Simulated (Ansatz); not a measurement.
# Carrier doping in hypothetical P4_2/mnm BAs

The reference is BAs (space group P4_2/mnm, No. 136; a = 5.889 Å, c = 3.389 Å; a hypothetical phase, not in the database extracts checked).

Carriers are added at fixed cell with a uniform background; the Fermi–Dirac width is that of 300 K.

Method: plane-wave PAW DFT at the PBE level (Ansatz, a quantum-chemistry and plane-wave program, 420 eV), no SOC.

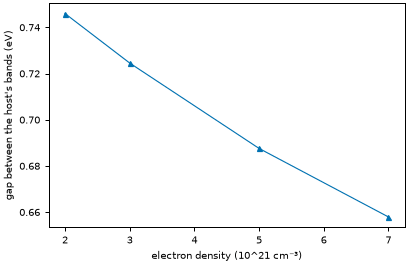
Figure. Gap between the host's bands against electron density

| electron density (10^21 cm⁻³) | gap between the host's bands |
|---|---|
| 2 | 0.75 eV |
| 3 | 0.72 eV |
| 5 | 0.69 eV |
| 7 | 0.66 eV |

Carriers are added with a uniform compensating background; total energy and stress of such cells depend on the potential's zero and are not compared; many-body gap narrowing is missing at this level. Semilocal Kohn–Sham gaps tend to fall short of experiment. Whether these cells are dynamically stable was not tested.
